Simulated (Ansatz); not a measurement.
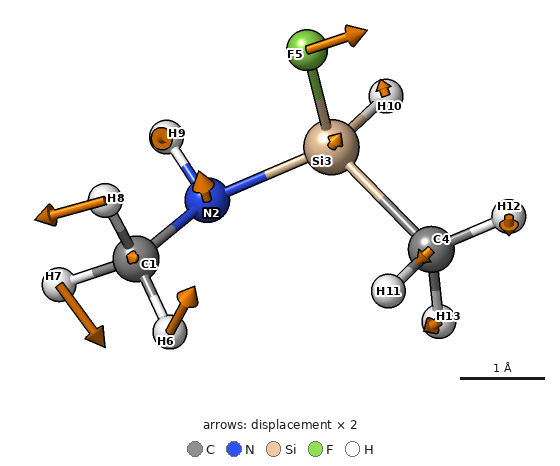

A relaxation of C2H8FNSi (coarse preliminary run). The starting structure is drawn; orange arrows show the displacements, magnified 2 times. The two geometries are superimposed by the best rigid fit.

The picture is a ball-and-stick view, seen at a tilt.

The start comes from a force field.

Theory: RKS PBE-D4/def2-SVP (Ansatz).

The input:
```yaml
crystal:
  periodic: [false, false, false]
  atoms:
    - {symbol: C, position_ang: [-1.753600, 0.072100, -0.358400]}
    - {symbol: N, position_ang: [-0.580400, -0.385600, -0.975600]}
    - {symbol: Si, position_ang: [0.955300, 0.055100, -0.476300]}
    - {symbol: C, position_ang: [1.343100, -0.275100, 1.316900]}
    - {symbol: F, position_ang: [1.114500, 1.618900, -0.750900]}
    - {symbol: H, position_ang: [-1.861700, -0.127200, 0.691000]}
    - {symbol: H, position_ang: [-2.639600, -0.335400, -0.861300]}
    - {symbol: H, position_ang: [-1.851100, 1.221300, -0.480500]}
    - {symbol: H, position_ang: [-0.610900, -0.172000, -1.930800]}
    - {symbol: H, position_ang: [1.948000, -0.664700, -1.305800]}
    - {symbol: H, position_ang: [0.556200, 0.268200, 1.972200]}
    - {symbol: H, position_ang: [2.299000, 0.012700, 1.640700]}
    - {symbol: H, position_ang: [1.101700, -1.322900, 1.533700]}
basis:
  gaussian: {orbitals: def2-SVP}
hamiltonian: {xc: pbe, dispersion: d4}
relax: {f_tol: 0.03, max_steps: 200}
```

Q: Describe the change and its energy.

A: After 8 geometry steps the energy has fallen by 0.640 eV. The largest force component goes from 3.7 to 0.01 eV/Å. The largest moves after the best rigid fit, 0.48 Å, are those of H7 and H8. By element the largest moves are H 0.48 Å, F 0.41 Å, N 0.22 Å, C 0.13 Å, Si 0.12 Å. Some distances before and after: C4–H12 1.049 → 1.109 Å, Si3–F5 1.596 → 1.654 Å, N2–Si3 1.674 → 1.727 Å, C1–N2 1.402 → 1.453 Å. Bond angles that change, for instance: Si3–N2–H9 105.2° → 116.5°, H11–C4–H13 100.8° → 108.3°, N2–C1–H6 117.0° → 109.9°. The run took roughly 50 core-seconds on a shared host.
